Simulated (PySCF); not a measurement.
**C4H6FNSi: density, localisation and related maps**

```json
{"atom": "N", "x (Å)": "1.3189", "y (Å)": "2.6276", "z (Å)": "-0.0959"}
{"atom": "C", "x (Å)": "1.1456", "y (Å)": "1.5025", "z (Å)": "0.0339"}
{"atom": "C", "x (Å)": "0.8897", "y (Å)": "0.1243", "z (Å)": "0.2276"}
{"atom": "C", "x (Å)": "1.7895", "y (Å)": "-0.7969", "z (Å)": "-0.1202"}
{"atom": "F", "x (Å)": "2.9683", "y (Å)": "-0.4923", "z (Å)": "-0.6766"}
{"atom": "C", "x (Å)": "-0.4425", "y (Å)": "-0.2206", "z (Å)": "0.8004"}
{"atom": "Si", "x (Å)": "-1.8215", "y (Å)": "-0.0458", "z (Å)": "-0.5254"}
{"atom": "H", "x (Å)": "1.6568", "y (Å)": "-1.8617", "z (Å)": "0.0084"}
{"atom": "H", "x (Å)": "-0.4199", "y (Å)": "-1.2391", "z (Å)": "1.1870"}
{"atom": "H", "x (Å)": "-0.6632", "y (Å)": "0.4488", "z (Å)": "1.6324"}
{"atom": "H", "x (Å)": "-3.0834", "y (Å)": "-0.3834", "z (Å)": "0.1305"}
{"atom": "H", "x (Å)": "-1.8278", "y (Å)": "1.3273", "z (Å)": "-1.0195"}
{"atom": "H", "x (Å)": "-1.5148", "y (Å)": "-0.9901", "z (Å)": "-1.6004"}
```

Geometry: GFN2-xTB.

Method: CAM-B3LYP/def2-SVPD, SCF density, gas phase (PySCF).

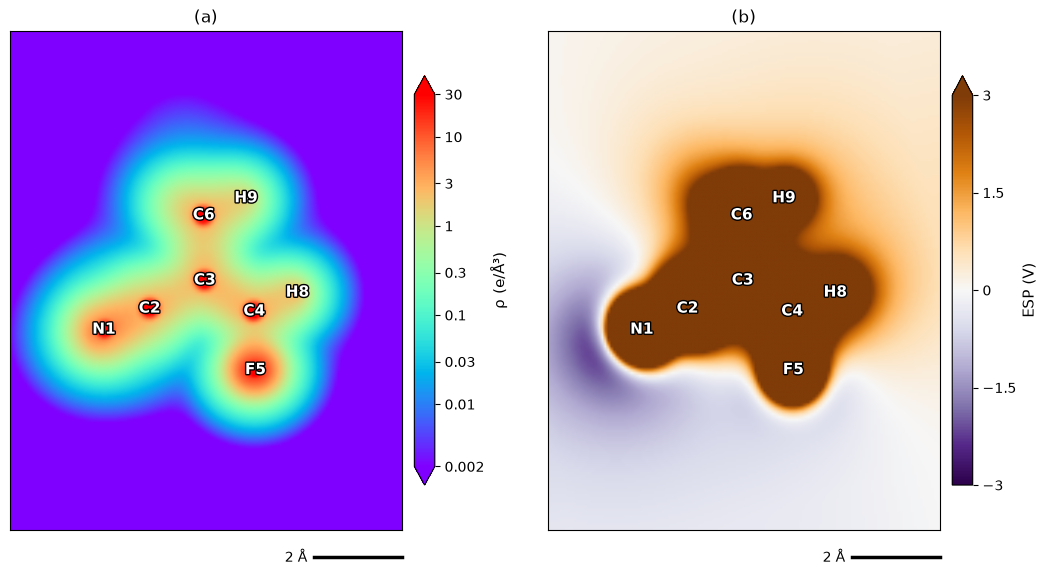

Figure 1. (a) total electron density; (b) electrostatic potential on the plane of atoms C3, C4 and F5.

Q: Read the bonding off the picture.

A: Atoms in the plane: N, C, F and H. C–N (1.15 Å): the density is about 3.6 e/Å³ at the midpoint. C–C (1.33 Å): the density is about 2.3 e/Å³ at the midpoint. C–F (1.34 Å): the density is about 2.3 e/Å³ at the midpoint. C–H (1.08 Å): ρ at the midpoint is about 2.1 e/Å³. C–C (1.42 Å): ρ at the midpoint is about 1.9 e/Å³. Outside the dense part of the molecule the potential is most negative (−2.1 V) near N1.

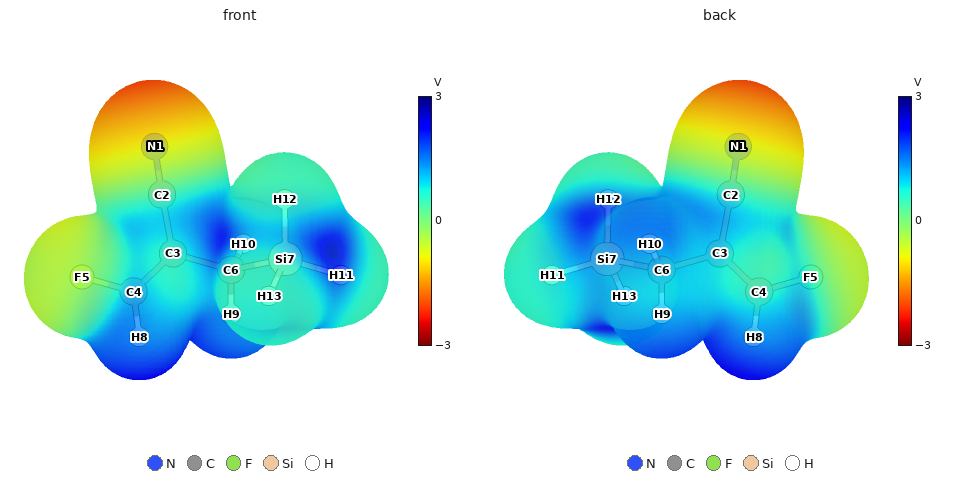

Figure 2. The electrostatic potential painted on the density surface at 0.004 e/bohr³, seen from the front and from behind; the colour scale runs from red (negative) to blue (positive).

Q: Which sites attract a positive test charge, and which a negative one?

A: A positive charge is drawn to the negative regions and a negative charge to the positive ones. The most negative region (about −2.0 V) lies over N1, the most positive (about +2.3 V) over Si7 and H8. N1 is the likeliest acceptor of a hydrogen bond.
